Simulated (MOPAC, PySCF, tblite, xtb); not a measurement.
Bond stretch in MgCl, doublet.

- GFN2-xTB, 300 K electronic temperature (tblite)
- AM1, unrestricted, heats of formation (MOPAC)
- UHF/3-21G = PySCF with unrestricted Hartree-Fock/3-21G
- GFN1-xTB (xtb)

Energies are in eV, each relative to the lowest point of its own curve near equilibrium.

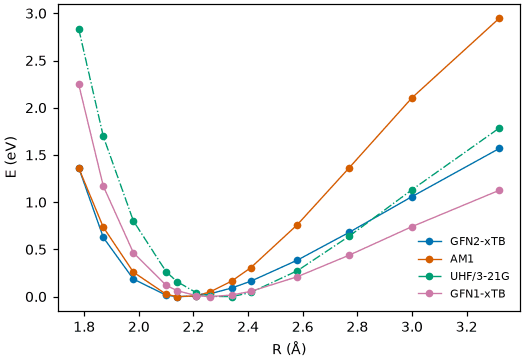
Figure: Energy against bond length for each method.

```json
[
 {"R / Å": "1.78", "GFN2-xTB": "1.365", "AM1": "1.361", "UHF/3-21G": "2.835", "GFN1-xTB": "2.247"},
 {"R / Å": "1.87", "GFN2-xTB": "0.626", "AM1": "0.735", "UHF/3-21G": "1.696", "GFN1-xTB": "1.170"},
 {"R / Å": "1.98", "GFN2-xTB": "0.186", "AM1": "0.259", "UHF/3-21G": "0.802", "GFN1-xTB": "0.465"},
 {"R / Å": "2.10", "GFN2-xTB": "0.015", "AM1": "0.025", "UHF/3-21G": "0.264", "GFN1-xTB": "0.120"},
 {"R / Å": "2.14", "GFN2-xTB": "0.000", "AM1": "0.000", "UHF/3-21G": "0.159", "GFN1-xTB": "0.063"},
 {"R / Å": "2.21", "GFN2-xTB": "0.006", "AM1": "0.008", "UHF/3-21G": "0.042", "GFN1-xTB": "0.011"},
 {"R / Å": "2.26", "GFN2-xTB": "0.029", "AM1": "0.049", "UHF/3-21G": "0.003", "GFN1-xTB": "0.000"},
 {"R / Å": "2.34", "GFN2-xTB": "0.091", "AM1": "0.165", "UHF/3-21G": "0.000", "GFN1-xTB": "0.017"},
 {"R / Å": "2.41", "GFN2-xTB": "0.163", "AM1": "0.307", "UHF/3-21G": "0.044", "GFN1-xTB": "0.056"},
 {"R / Å": "2.58", "GFN2-xTB": "0.386", "AM1": "0.761", "UHF/3-21G": "0.273", "GFN1-xTB": "0.211"},
 {"R / Å": "2.77", "GFN2-xTB": "0.681", "AM1": "1.364", "UHF/3-21G": "0.640", "GFN1-xTB": "0.439"},
 {"R / Å": "3.00", "GFN2-xTB": "1.059", "AM1": "2.105", "UHF/3-21G": "1.132", "GFN1-xTB": "0.741"},
 {"R / Å": "3.32", "GFN2-xTB": "1.569", "AM1": "2.949", "UHF/3-21G": "1.786", "GFN1-xTB": "1.126"}
]
```

At the longest distance, 3.32 Å, AM1 lies highest above its minimum (2.949 eV) and GFN1-xTB lowest (1.126 eV).

The scan ran from 1.78 to 8.83 Å; beyond the distances shown one of the unrestricted levels run for this scan, shown here or not, changes its spin distribution in one step.
